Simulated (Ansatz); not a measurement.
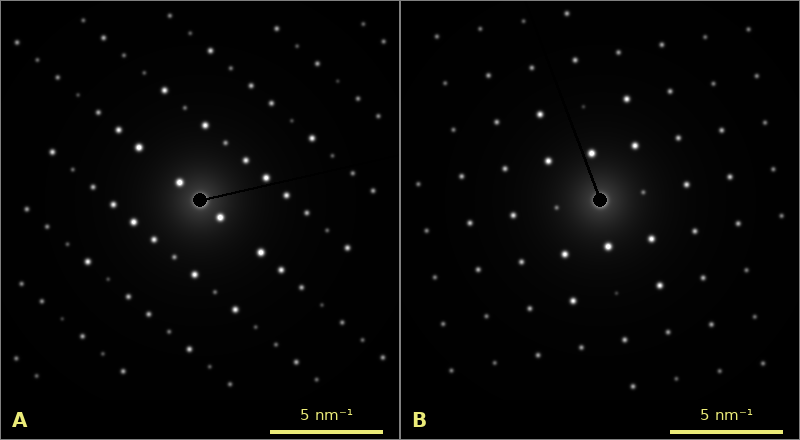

Kinematic electron diffraction patterns (200 kV, B = 0.5 Å², same scale, each along a low-index zone) of two structures of composition B3Br, each relaxed at zero pressure with DFT PBE, scalar-relativistic, plane waves, PAW in Ansatz.

The structures (standard cells):
1. Pm (No. 6), a = 2.942 Å, b = 5.049 Å, c = 4.798 Å, β = 102.01°, 4 atoms; generated start, possibly hypothetical
2. R-3 (No. 148), a = 4.278 Å, c = 24.857 Å (hexagonal axes), 24 atoms; generated start, possibly hypothetical

> Which pattern belongs to which structure, and along which zone?

A is structure 2 along [100] or an equivalent direction: oblique net of 0 0 3 at d = 8.29 Å and 0 -1 1 at d = 3.66 Å, 81.5° apart (some points of this net are extinct or too weak to see). B is structure 1 along [100]: rectangular net of 0 1 0 at d = 5.05 Å and 0 0 1 at d = 4.69 Å, 90.0° apart.

> Rank the structures by their computed energy.

Structure 2 (R-3, 16.42 Å³ an atom) is the lowest of these; structure 1 (Pm, 17.43 Å³ an atom) lies about 260 meV an atom higher. These are static energies at 0 K; other structures, not shown, may lie lower still.
